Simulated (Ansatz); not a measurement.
Gd (hcp, Mg type)

```xyz
2
Lattice="3.6484 0.0000 0.0000 -1.8242 3.1596 0.0000 0.0000 0.0000 5.8348" Properties=species:S:1:pos:R:3 pbc="T T T"
Gd     0.0000     2.1064     4.3761
Gd     1.8242     1.0532     1.4587
```

In this cell atom 2 (Gd, nearest neighbour Gd at 3.598 Å; its periodic images, 3.6 Å or more away, move with it) is moved by s along Cartesian [110], unit vector (0.707, 0.707, 0.000); all other atoms and the cell stay fixed.

These are PBE (plane waves to 420 eV, PAW, scalar-relativistic; Ansatz, an electronic-structure program) values and carry that method's errors. k mesh 12×12×7 (Γ-centred), Fermi-Dirac smearing 0.05 eV. E stands for the smeared free energy. With partly filled bands, energies and forces of such displacements shift with the k mesh and the smearing. Gd was relaxed with its symmetry unable to fall. Relaxed Gd ends ferromagnetic. The magnetic order is the one the run started from; other orders were not tried. The f-shell state is unchecked: a lower one may exist. The zero of ΔE is the undisplaced structure.

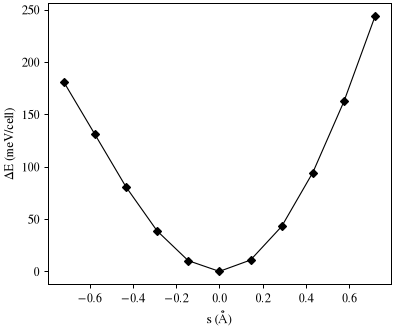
*ΔE (meV/cell) against s (Å); computed points joined by lines.*

**Question.** Is the energy the same for displacements of ±0.720 Å, and if not, which side lies higher?

**Answer.** Not even: the positive side lies higher at ±0.720 Å.

**Question.** What is the energy change at s = 0.720 Å?

**Answer.** About 240 meV/cell.

(A displaced cell: forces are minus the slopes of the energy, force constants its curvatures, and phonons follow from these.)
